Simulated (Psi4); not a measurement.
Geometry relaxation, with input and output: CO (part 3 of 3)

Continued. System: CO, SMILES [C-]#[O+]. Method: wB97X-D/pcseg-1, RKS (Psi4 1.11). The atoms were displaced at random from an optimised geometry.

Geometry of the input (Å):
```
C  0.4655  -0.2057  0.1861
O  -0.4679  0.1865  -0.2245
```

Output, continued:
```
 L = 1.  Multiply by 2.5417464519 to convert [e a0] to [Debye]
 Dipole X            :          0.0000000            0.0000000            0.0000000
 Dipole Y            :          0.0000000           -0.0000000           -0.0000000
 Dipole Z            :          0.0128015           -0.0023248            0.0104767
 Magnitude           :                                                    0.0104767

 ------------------------------------------------------------------------------------

	total time  =          1 seconds =       0.02 minutes

         ------------------------------------------------------------
                                   SCF GRAD
         ------------------------------------------------------------

  ==> Geometry <==

    Molecular point group: c2v
    Full point group: C_inf_v

    Geometry (in Angstrom), charge = 0, multiplicity = 1:

       Center              X                  Y                   Z               Mass
    ------------   -----------------  -----------------  -----------------  -----------------
         C            0.000000000000     0.000000000000     0.644905233360    12.000000000000
         O            0.000000000000    -0.000000000000    -0.483832704606    15.994914619570

  Nuclear repulsion =   22.503457408315555

   => Molecular Quadrature <=

    Radial Scheme          =       TREUTLER
    Pruning Scheme         =           NONE
    Nuclear Scheme         =       TREUTLER

    Blocking Scheme        =         OCTREE
    BS radius alpha        =              1
    Pruning alpha          =              1
    Radial Points          =             75
    Spherical Points       =            302
    Total Points           =          43206
    Total Blocks           =            387
    Max Points             =            256
    Max Functions          =             28
    Weights Tolerance      =       1.00E-15

  -Total Gradient:
     Atom            X                  Y                   Z
    ------   -----------------  -----------------  -----------------
       1        0.000000000000     0.000000000000    -0.002423150768
       2        0.000000000000     0.000000000000     0.001814160225

	total time  =          0 seconds =       0.00 minutes

    			-----------------------------------------

    			 OPTKING 3.0: for geometry optimizations

    			        with contributions from

    			-----------------------------------------

	                            ===> Fragment 1 <==

	 Z (Atomic Numbers)          Masses                          Geom
	       6.000000            12.000000          0.00000000  0.00000000  1.21869427
	       8.000000            15.994915          0.00000000 -0.00000000 -0.91431130

	 - Coordinate -           - BOHR/RAD -       - ANG/DEG -
	 R(1,2)           =         2.133006           1.128738

	        --- Internal Coordinate Step in ANG or DEG, aJ/ANG or AJ/DEG ---
	-------------------------------------------------------------------------------
	           Coordinate      Previous         Force          Change          New
	           ----------      --------        ------          ------        ------
	               R(1,2)       1.12874        0.01746        0.00075       1.12949
	-------------------------------------------------------------------------------

	                                 ==> Convergence Check <==

	Measures of convergence in internal coordinates in au.

	Criteria marked as inactive (o), active & met (*), and active & unmet ( ).

	----------------------------------------------------------------------------------------------
	   Step    Total Energy     Delta E     Max Force     RMS Force      Max Disp      RMS Disp
	----------------------------------------------------------------------------------------------
	  Convergence Criteria     1.00e-06 *    3.00e-04 *             o    1.20e-03 *             o
	----------------------------------------------------------------------------------------------
	     3    -113.25412072   -1.17e-04      2.12e-03      2.12e-03 o    1.41e-03      1.41e-03 o  ~
	----------------------------------------------------------------------------------------------

Next Geometry in Ang
	Fragment 1 (Ang)

	    C   0.0000000000   0.0000000000   0.6452796180
	    O   0.0000000000  -0.0000000000  -0.4842070892

    Structure for next step:
    Molecular point group: c2v
    Full point group: C_inf_v

    Geometry (in Angstrom), charge = 0, multiplicity = 1:

    C            0.000000000000     0.000000000000     0.645333043217
    O           -0.000000000000     0.000000000000    -0.484153664011

gradient() will perform analytic gradient computation.

  ==> Geometry <==

    Molecular point group: c2v
    Full point group: C_inf_v

    Geometry (in Angstrom), charge = 0, multiplicity = 1:

       Center              X                  Y                   Z               Mass
    ------------   -----------------  -----------------  -----------------  -----------------
         C            0.000000000000    -0.000000000000     0.645333043217    12.000000000000
         O            0.000000000000     0.000000000000    -0.484153664011    15.994914619570

  Running in c2v symmetry.

  Rotational constants: A = ************  B =      1.92730  C =      1.92730 [cm^-1]
  Rotational constants: A = ************  B =  57779.12041  C =  57779.12041 [MHz]
  Nuclear repulsion =   22.488539218390898

  Charge       = 0
  Multiplicity = 1
  Electrons    = 14
  Nalpha       = 7
  Nbeta        = 7

   => Molecular Quadrature <=

    Radial Scheme          =       TREUTLER
    Pruning Scheme         =           NONE
    Nuclear Scheme         =       TREUTLER

    Blocking Scheme        =         OCTREE
    BS radius alpha        =              1
    Pruning alpha          =              1
    Radial Points          =             75
    Spherical Points       =            302
    Total Points           =          43206
    Total Blocks           =            388
    Max Points             =            255
    Max Functions          =             28
    Weights Tolerance      =       1.00E-15

   => Auxiliary Basis Set <=

  Basis Set: (PCSEG-1 AUX)
    Blend: DEF2-UNIVERSAL-JKFIT
    Number of shells: 50
    Number of basis functions: 152
    Number of Cartesian functions: 182
    Spherical Harmonics?: true
    Max angular momentum: 4

  Cached 100.0% of DFT collocation blocks in 0.034 [GiB].

  Minimum eigenvalue in the overlap matrix is 2.5667555460E-02.
  Reciprocal condition number of the overlap matrix is 8.0197487828E-03.
    Using symmetric orthogonalization.

  ==> Iterations <==

                           Total Energy        Delta E     RMS |[F,P]|

   @DF-RKS iter   0:  -113.25313964828059   -1.13253e+02   1.92647e-04
   @DF-RKS iter   1:  -113.25412171632746   -9.82068e-04   5.47046e-05 DIIS
   @DF-RKS iter   2:  -113.25412141110120    3.05226e-07   8.16235e-05 DIIS
   @DF-RKS iter   3:  -113.25412203173002   -6.20629e-07   4.57660e-06 DIIS
   @DF-RKS iter   4:  -113.25412203406188   -2.33186e-09   1.06845e-06 DIIS
   @DF-RKS iter   5:  -113.25412203418514   -1.23265e-10   6.37604e-08 DIIS
   @DF-RKS iter   6:  -113.25412203418600   -8.52651e-13   7.57494e-09 DIIS
  Energy and wave function converged.

  ==> Post-Iterations <==

   Electrons on quadrature grid:
      Ntotal   =   13.9999995883 ; deviation = -4.117e-07

    Orbital Energies [Eh]
    ---------------------

    Doubly Occupied:

       1A1   -19.355526     2A1   -10.409641     3A1    -1.275703
       4A1    -0.673263     1B1    -0.568374     1B2    -0.568374
       5A1    -0.469052

    Virtual:

       2B1     0.050073     2B2     0.050073     6A1     0.292527
       3B1     0.493086     3B2     0.493086     7A1     0.567965
       8A1     0.786312     9A1     0.862006     4B1     0.926027
       4B2     0.926027     1A2     1.652933    10A1     1.652935
      11A1     1.654511     5B1     1.705856     5B2     1.705856
       2A2     2.312241    12A1     2.312245    13A1     2.512775
       6B2     2.932618     6B1     2.932618    14A1     3.246205

    Final Occupation by Irrep:
             A1    A2    B1    B2
    DOCC [     5,    0,    1,    1 ]
    NA   [     5,    0,    1,    1 ]
    NB   [     5,    0,    1,    1 ]

  @DF-RKS Final Energy:  -113.25412203418600

   => Energetics <=

    Nuclear Repulsion Energy =             22.4885392183908976
    One-Electron Energy =                -198.2131663873443586
    Two-Electron Energy =                  72.1744953148408257
    DFT Exchange-Correlation Energy =      -9.7039895354988186
    Empirical Dispersion Energy =          -0.0000006445745335
    VV10 Nonlocal Energy =                  0.0000000000000000
    Total Energy =                       -113.2541220341859969

Computation Completed

Properties will be evaluated at   0.000000,   0.000000,   0.000000 [a0]

Properties computed using the SCF density matrix

 Multipole Moments:

 ------------------------------------------------------------------------------------
     Multipole            Electronic (a.u.)      Nuclear  (a.u.)        Total (a.u.)
 ------------------------------------------------------------------------------------

 L = 1.  Multiply by 2.5417464519 to convert [e a0] to [Debye]
 Dipole X            :          0.0000000            0.0000000            0.0000000
 Dipole Y            :          0.0000000            0.0000000            0.0000000
 Dipole Z            :          0.0139797           -0.0023264            0.0116534
 Magnitude           :                                                    0.0116534

 ------------------------------------------------------------------------------------

	total time  =          1 seconds =       0.02 minutes

         ------------------------------------------------------------
                                   SCF GRAD
         ------------------------------------------------------------

  ==> Geometry <==

    Molecular point group: c2v
    Full point group: C_inf_v

    Geometry (in Angstrom), charge = 0, multiplicity = 1:

       Center              X                  Y                   Z               Mass
    ------------   -----------------  -----------------  -----------------  -----------------
         C           -0.000000000000     0.000000000000     0.645333043217    12.000000000000
         O            0.000000000000     0.000000000000    -0.484153664011    15.994914619570

  Nuclear repulsion =   22.488539218390898

   => Molecular Quadrature <=

    Radial Scheme          =       TREUTLER
    Pruning Scheme         =           NONE
    Nuclear Scheme         =       TREUTLER

    Blocking Scheme        =         OCTREE
    BS radius alpha        =              1
    Pruning alpha          =              1
    Radial Points          =             75
    Spherical Points       =            302
    Total Points           =          43206
    Total Blocks           =            388
    Max Points             =            255
    Max Functions          =             28
    Weights Tolerance      =       1.00E-15

  -Total Gradient:
     Atom            X                  Y                   Z
    ------   -----------------  -----------------  -----------------
       1        0.000000000000     0.000000000000    -0.000561214303
       2       -0.000000000000     0.000000000000    -0.000055152003

	total time  =          0 seconds =       0.00 minutes

    			-----------------------------------------

    			 OPTKING 3.0: for geometry optimizations

    			        with contributions from

    			-----------------------------------------

	                            ===> Fragment 1 <==

	 Z (Atomic Numbers)          Masses                          Geom
	       6.000000            12.000000         -0.00000000  0.00000000  1.21950271
	       8.000000            15.994915          0.00000000  0.00000000 -0.91491783

	 - Coordinate -           - BOHR/RAD -       - ANG/DEG -
	 R(1,2)           =         2.134421           1.129487

	        --- Internal Coordinate Step in ANG or DEG, aJ/ANG or AJ/DEG ---
	-------------------------------------------------------------------------------
	           Coordinate      Previous         Force          Change          New
	           ----------      --------        ------          ------        ------
	               R(1,2)       1.12949        0.00208        0.00009       1.12958
	-------------------------------------------------------------------------------

	                                 ==> Convergence Check <==

	Measures of convergence in internal coordinates in au.

	Criteria marked as inactive (o), active & met (*), and active & unmet ( ).

	----------------------------------------------------------------------------------------------
	   Step    Total Energy     Delta E     Max Force     RMS Force      Max Disp      RMS Disp
	----------------------------------------------------------------------------------------------
	  Convergence Criteria     1.00e-06 *    3.00e-04 *             o    1.20e-03 *             o
	----------------------------------------------------------------------------------------------
	     4    -113.25412203   -1.32e-06      2.53e-04 *    2.53e-04 o    1.69e-04 *    1.69e-04 o  ~
	----------------------------------------------------------------------------------------------

Next Geometry in Ang
	Fragment 1 (Ang)

	    C  -0.0000000000   0.0000000000   0.6453778646
	    O   0.0000000000   0.0000000000  -0.4841984854

    Final optimized geometry and variables:
    Molecular point group: c2v
    Full point group: C_inf_v

    Geometry (in Angstrom), charge = 0, multiplicity = 1:

    C            0.000000000000     0.000000000000     0.645333043217
    O            0.000000000000    -0.000000000000    -0.484153664011

    Psi4 run time: 0:00:06.73

[set-up sections that repeat, and orbital energies of the middle runs, are left out above]
```

Standard output:
```
Optimizer: Optimization complete!
```

Trajectory as extended XYZ (Å, eV, eV/Å), 4 frames, from step=0 to step=3:
```
2
Properties=species:S:1:pos:R:3:forces:R:3 step=0 energy=-3081.70656
C     0.4655   -0.2057    0.1861    4.5826  -1.9253   2.0159
O    -0.4679    0.1865   -0.2245   -4.5983   1.9320  -2.0228
2
Properties=species:S:1:pos:R:3:forces:R:3 step=1 energy=-3081.79843
C     0.4801   -0.2118    0.1925    0.8103  -0.3404   0.3564
O    -0.4789    0.1911   -0.2293   -0.7876   0.3309  -0.3465
2
Properties=species:S:1:pos:R:3:forces:R:3 step=2 energy=-3081.80162
C     0.4832   -0.2131    0.1939    0.1065  -0.0447   0.0468
O    -0.4812    0.1921   -0.2303   -0.0797   0.0335  -0.0351
2
Properties=species:S:1:pos:R:3:forces:R:3 step=3 energy=-3081.80166
C     0.4835   -0.2132    0.1941    0.0247  -0.0104   0.0109
O    -0.4814    0.1922   -0.2304    0.0024  -0.0010   0.0011
```

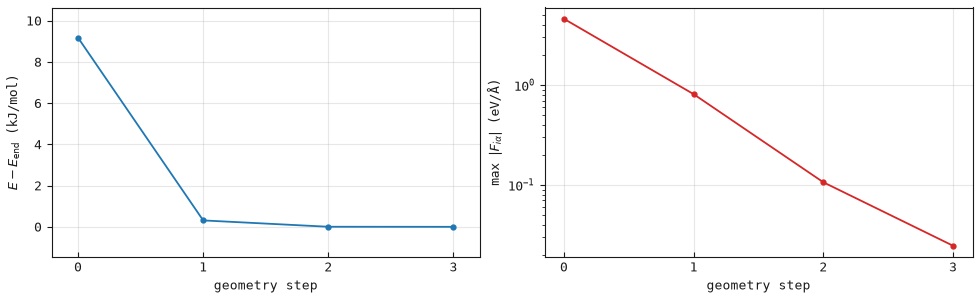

Fig. 1: Progress of the relaxation, step by step (steps are counted from 0).

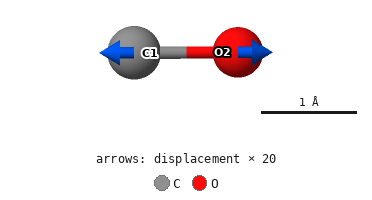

Fig. 2: The starting structure with the displacements as blue arrows, magnified 20 times (ball-and-stick view, seen at a tilt). The two geometries are laid on each other by the best rigid fit. The largest moves after the best rigid fit, 0.018 Å, are those of C1 and O2. By element the largest moves are C 0.018 Å, O 0.018 Å. Distances before and after: C1–O2 1.093 → 1.129 Å. Over 3 geometry steps the energy falls by 9.18 kJ/mol. Largest force component: 4.6 eV/Å at the start, 0.025 eV/Å at the end. (Atoms are counted from 1 in the order of the input.)

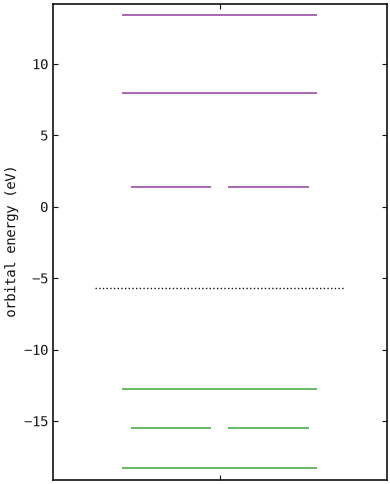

Fig. 3: Orbital energies near the frontier; the dotted line parts filled from empty levels, and levels within 0.02 eV of each other stand side by side. Highest filled −12.76 eV, lowest empty 1.36 eV, 14.12 eV apart.

Results in brief:

```json
{"quantity": "outcome", "value": "converged"}
{"quantity": "total energy", "value": "−113.254122 hartree"}
{"quantity": "dispersion energy", "value": "−0.000001 hartree"}
{"quantity": "basis functions", "value": "28"}
{"quantity": "HOMO", "value": "−12.76 eV"}
{"quantity": "LUMO", "value": "1.36 eV"}
{"quantity": "dipole moment", "value": "0.03 D"}
{"quantity": "hardware", "value": "1 thread of AMD EPYC (Zen 3), 192 GiB of memory available, shared host"}
{"quantity": "wall time", "value": "9.6 s"}
{"quantity": "peak memory", "value": "0.26 GiB"}
```
